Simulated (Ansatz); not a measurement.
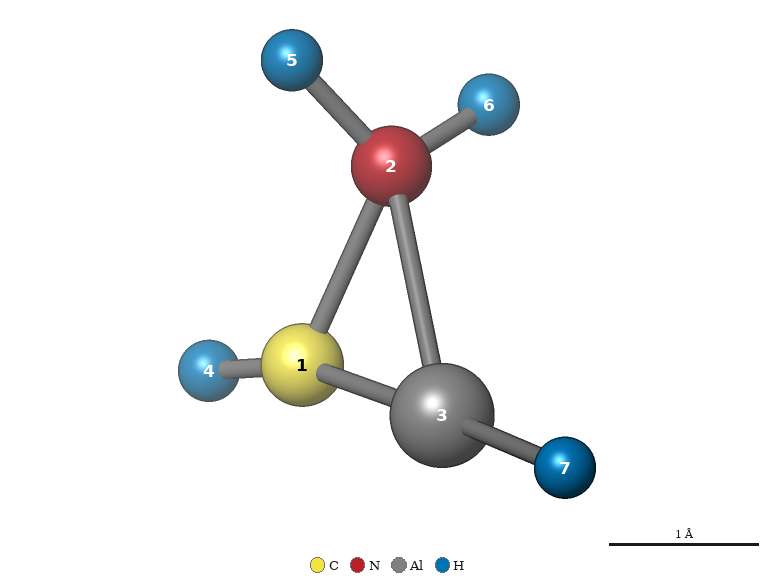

Orthographic view. Atoms fade into the background with distance from the viewer. The computed structure is the end point of a PBE0-D4/def2-TZVP optimisation. No frequency run is at hand to confirm it as a minimum.

Give the geometry as a Z-matrix, atoms in numerical order, with these reference atoms: 2 to 1; 3 to 1, 2; 4 to 1, 2, 3; 5 to 2, 1, 4; 6 to 2, 5, 1; 7 to 3, 2, 5.

```
C  
N    1   1.525
Al   1   1.757   2    74.3
H    1   1.079   2   119.1   3   180.0
H    2   1.015   1   115.5   4    63.9
H    2   1.015   5   108.3   1   131.4
H    3   1.568   2   134.3   5   -79.1
```
